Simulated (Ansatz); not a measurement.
**Frequency calculation, with input and output: TiNH$_{3}$F$_{4}$**

The run: frequency calculation of TiNH$_{3}$F$_{4}$. Method and program: RKS BHLYP/def2-SVP (Ansatz 0.2.0).

It belongs to a series of runs on one base structure; here: vibrations at the highest image of the band.

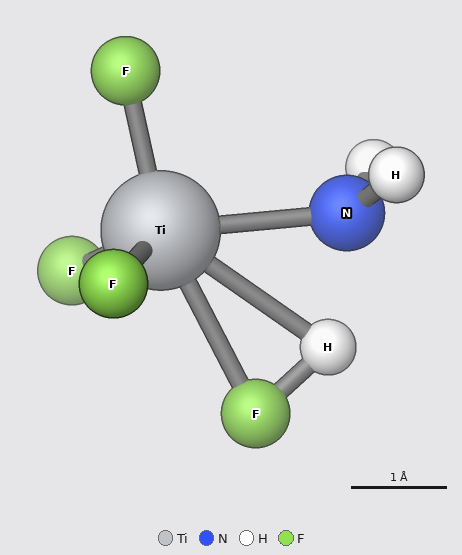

Figure 1. The input geometry (ball-and-stick view, seen at a tilt). Sticks mark near contacts.

**Results in brief**

| quantity | value |
| --- | --- |
| outcome | converged |
| total energy | −35509.4516 eV |
| mean-field energy | −35509.4516 eV |
| largest force (length of the vector) | 0.002 eV/Å |
| hardware | 4 threads of Intel Xeon (Emerald Rapids), 32 GiB of memory available, shared host |
| wall time | 49 s (CPU time 2.7 min) |
| peak memory | 0.32 GiB |

**Input**
```yaml
crystal:
  periodic: [false, false, false]
  atoms:
    - { symbol: Ti, position_ang: [-0.188682, -0.019085, 0.150499] }
    - { symbol: "N", position_ang: [-0.173484, -0.020754, 2.138665] }
    - { symbol: H, position_ang: [0.142703, -0.878286, 2.578242] }
    - { symbol: H, position_ang: [0.317813, 0.750222, 2.577776] }
    - { symbol: F, position_ang: [1.510345, -0.205025, -0.091151] }
    - { symbol: F, position_ang: [-0.454653, 1.504448, -0.607919] }
    - { symbol: F, position_ang: [-0.777417, -1.448712, -0.608924] }
    - { symbol: F, position_ang: [-2.186037, 0.198492, 1.007805] }
    - { symbol: H, position_ang: [-1.557789, 0.129398, 1.831007] }
basis:
  gaussian: { orbitals: def2-SVP }
hamiltonian:
  xc: { name: BHLYP }
phonons: {}
```

Launch command:
```bash
ansatz run input.yaml --threads 4 --pin off --max-ram 5120MiB --backend cpu --events-out ev --progress --plain --runs-dir out
```

**Log**
```
Engine: ansatz 0.2.0, x86_64-unknown-linux-gnu
Functional definition: BHLYP
  parameter a = 0.5
  exchange = (1 - a)*b88_x + a*exact_x
  correlation = lyp_c
1278 factors; integrals over basis functions are off by at most 3.3e-4 eV
mean field evaluation 1: about -35497.3819 eV, gradient 8.0e1 eV
mean field evaluation 2: about -35407.9547 eV, gradient 2.6e2 eV
mean field evaluation 4: about -35509.2059 eV, gradient 8.5e0 eV
mean field evaluation 8: about -35509.4503 eV, gradient 5.8e-1 eV
mean field evaluation 16: about -35509.4514 eV, gradient 1.9e-4 eV
mean field -35509.45138269 eV, -1304.9482691431 hartree, gradient 4.1e-5 eV, S^2 0.000000; 0 other end points of the search recorded, 0 dependent functions left out
the calculation of the forces begins
reference -35509.45162427 eV, -1304.9482780210 hartree; 34, 34 occupied and 82, 82 virtual orbitals, 1278 factors
these checks for a lower state are left out or cut short: stability, starts, cluster_reference, orbital_swaps, neighbouring_geometries, increment
1278 factors; integrals over basis functions are off by at most 3.3e-4 eV
mean field -35509.45124853 eV, -1304.9482642129 hartree, gradient 4.5e-6 eV, S^2 0.000000; 0 other end points of the search recorded, 0 dependent functions left out
[... from here on the field's lines of each further geometry are left out, up to the last ...]
the calculation of the forces begins
reference -35509.45157657 eV, -1304.9482762683 hartree; 34, 34 occupied and 82, 82 virtual orbitals, 1278 factors
these checks for a lower state are left out or cut short: stability, starts, cluster_reference, orbital_swaps, neighbouring_geometries, increment
1278 factors; integrals over basis functions are off by at most 3.3e-4 eV
mean field -35509.45133414 eV, -1304.9482673589 hartree, gradient 2.3e-6 eV, S^2 0.000000; 0 other end points of the search recorded, 0 dependent functions left out
the calculation of the forces begins
reference -35509.45157572 eV, -1304.9482762369 hartree; 34, 34 occupied and 82, 82 virtual orbitals, 1278 factors
WARN: phonons: modes at or below zero, which the zero-point energy, F, S and C_V leave out: 1, the lowest at -359.30 cm⁻¹. A minimum has none, and a first-order saddle one
Total energy: -35509.45162427 eV, -1304.9482780210 hartree
Atom 0 at    -0.188682    -0.019085     0.150499 Å, force     0.000506    -0.000023     0.001370 eV/Å
Atom 1 at    -0.173484    -0.020754     2.138665 Å, force     0.000923    -0.000390    -0.001350 eV/Å
Atom 2 at     0.142703    -0.878286     2.578242 Å, force    -0.000476    -0.000106    -0.000184 eV/Å
Atom 3 at     0.317813     0.750222     2.577776 Å, force    -0.000220    -0.000058     0.000033 eV/Å
Atom 4 at     1.510345    -0.205025    -0.091151 Å, force     0.000095     0.000297    -0.000079 eV/Å
Atom 5 at    -0.454653     1.504448    -0.607919 Å, force     0.000010    -0.000067    -0.000041 eV/Å
Atom 6 at    -0.777417    -1.448712    -0.608924 Å, force    -0.000083    -0.000012     0.000306 eV/Å
Atom 7 at    -2.186037     0.198492     1.007805 Å, force    -0.001092    -0.000318    -0.000146 eV/Å
Atom 8 at    -1.557789     0.129398     1.831007 Å, force     0.000337     0.000677     0.000093 eV/Å
Dipole moment:     0.238784    -0.025772     0.711544 e Å
Vibrations: -359.30 93.76 166.33 192.53 228.98 244.27 250.02 263.78 370.56 642.56 648.50 708.48 789.89 815.85 881.15 1093.24 1317.52 1571.49 2105.27 3608.05 3692.59 cm⁻¹, zero-point energy 1.220305 eV
```

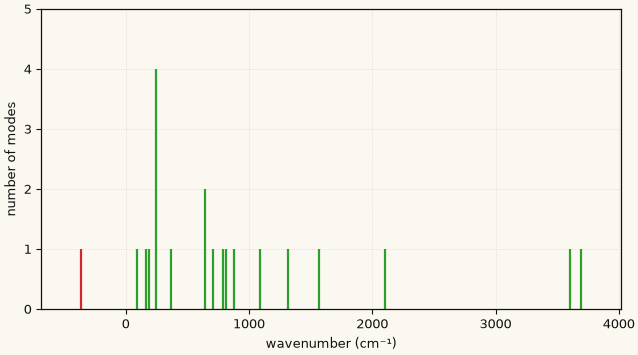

Figure 2. Harmonic vibrational wavenumbers from the force constants; neighbouring modes closer than 18 cm⁻¹ are counted in one stick, and imaginary ones are drawn at negative wavenumbers. 21 modes from 359i to 3693 cm⁻¹, 1 imaginary beyond 8i (359i cm⁻¹): a first-order saddle point, if the geometry is stationary.
